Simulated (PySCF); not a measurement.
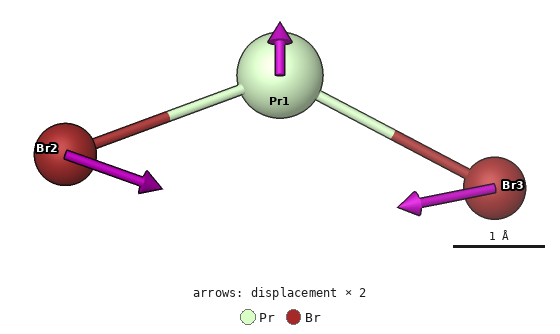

A relaxation of PrBr₂ (charge +2). The starting structure is drawn; purple arrows show the displacements, 2 times their true length. The two geometries are superimposed by the best rigid fit.

Style: ball-and-stick. Shown at a tilt.

Method: RKS PBE0, Pr lcecp-2-SVP with ECP47, Br def2-SVP; non-relativistic Hamiltonian with scalar-relativistic core potentials; density fitting (PySCF).

Input
```
mol = gto.M(atom='''
Pr     0.00000     0.00000    -0.58508
Br     2.47450    -0.00000     0.52232
Br    -2.47450     0.00000     0.52232''',
    basis={'Pr': 'lcecp-2-SVP', 'Br': 'def2-SVP'},
    ecp={'Pr': 'lcecp-2-SVP'},
    charge=2, spin=0)
mf = dft.RKS(mol, xc='PBE0')
mf.grids.atom_grid = (50, 194)  # f atoms: at least (60, 302), unpruned
mf = mf.density_fit()  # Pr AutoAux, Br def2-universal-JKFIT
mf.conv_tol = 1e-08; mf.max_cycle = 55
mf.kernel(dm0)
# quasi-Newton relaxation in Cartesian coordinates to a largest gradient under 0.00045 Eh/bohr, steps kept in the point group
```

Launched with:
```bash
OMP_NUM_THREADS=2 python run.py
```

**What did the optimiser do to the structure, and how much energy did it gain?**

The largest moves after the best rigid fit, 0.59 Å, are those of Br2 and Br3. Largest moves by element: Br 0.59 Å, Pr 0.31 Å. Among the contacts that change: Pr1–Br2 2.711 → 2.476 Å. Among the angles between lasting bonds that change: Br2–Pr1–Br3 131.8° → 100.9°. Over 7 geometry steps the energy falls by 107.6 kJ/mol. Largest force component: 2.6 eV/Å at the start, 0.00051 eV/Å at the end. The run took 49 s on 2 threads of Arm Neoverse V2, on a shared host, peak memory 0.65 GiB.
